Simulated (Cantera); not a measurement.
Feed: 1 mol Si, 0.51 mol CO, 55 mol N2, equilibrated at 10.0 Torr.

Equilibrium computed with Cantera from the NASA thermochemical tables; the gas is ideal and each condensed phase is pure. Candidate condensed phases: C, Si, SiC, SiO2, Si2N2O, Si3N4; 34 gas species. N2 is the only nitrogen source here; it is nearly inert below about 1500 K, so the nitride shown seldom forms there in practice. Mutual solubility and eutectic melting of coexisting phases are not modelled. The tables' values for SiN are old estimates; treat these amounts as uncertain. Rates play no part.

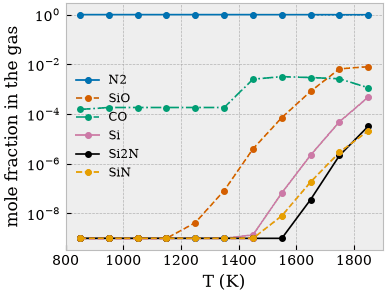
Equilibrium gas composition (values under 1e-9 drawn at 1e-9)

At 850 K the condensed part is C(graphite) + SiO2(β-quartz) + Si2N2O(s). From 950 K to 1350 K the condensed part is C(graphite) + Si2N2O(s). At 1450 K the condensed part is C(graphite) + SiC(s) + Si2N2O(s). From 1550 K to 1650 K the condensed part is SiC(s) + Si2N2O(s). At 1750 K the condensed part is SiC(s) + Si3N4(s). At 1850 K the condensed part is Si(l) + SiC(s).
